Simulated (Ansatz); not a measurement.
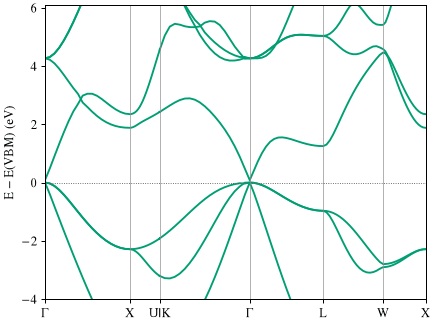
Band structure from the program Ansatz at the r²SCAN level (PAW)

Read off the gap and where the band edges lie.

About 0.1 eV (0.08 eV by a search for the band edges); maximum at Γ, minimum at Γ.

The material is InAs (zinc blende, F-43m).

The cell was relaxed with r²SCAN under the symmetry of its start; phonons on a q-mesh show no instability. Spin–orbit coupling is left out wherever it is not named.

Potentials: the earlier of the program's two PAW sets.
